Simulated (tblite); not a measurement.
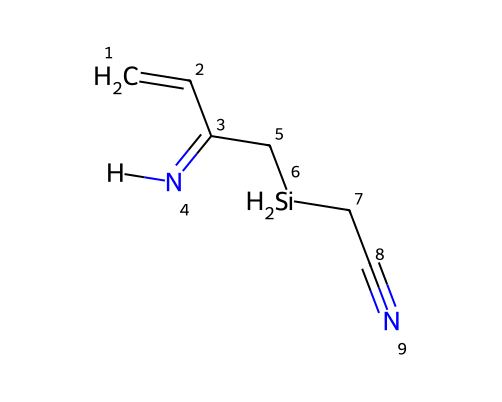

Skeletal drawing with numbered atoms; wedges and dashes mark any stereocentres. The configuration is that of a computed structure (GFN2-xTB).

Question: What are the Cahn–Ingold–Prelog descriptors?

Answer: C3=N4: E.

Question: Write the isomeric SMILES.

Answer: [H]/N=C(\C=C)C[SiH2]CC#N
